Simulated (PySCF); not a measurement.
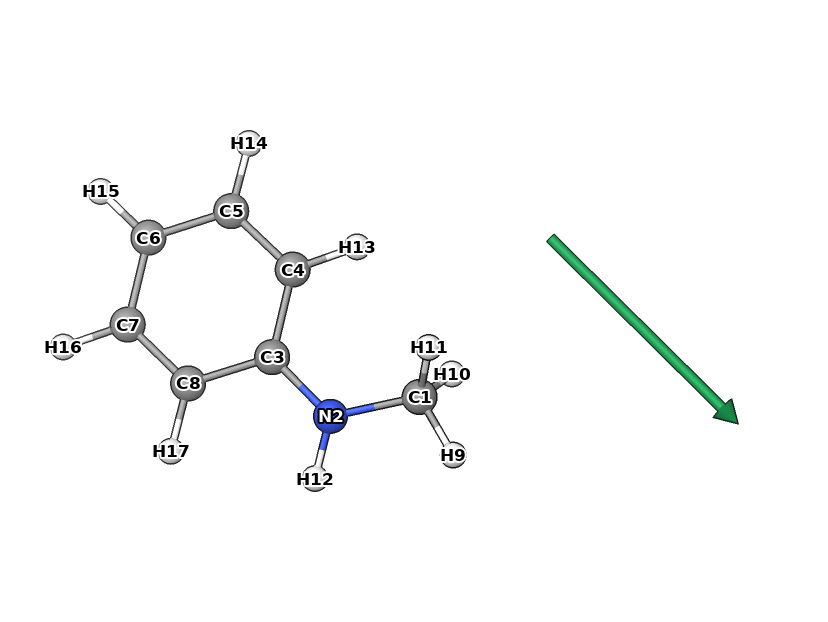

The arrow beside the molecule shows the direction of the dipole moment, from the negative to the positive end (its length means nothing). Computed geometry: PBE0-D3(BJ)/def2-SVP optimisation. No frequency run is at hand to confirm it as a minimum. Method: WP04/pcSseg-1 in chloroform (IEF-PCM) (PySCF 2.14.0).

**Estimate the dipole moment.**

2.49 D; it points from the side of H15 to the side of H9 (the outermost atoms at the two ends).
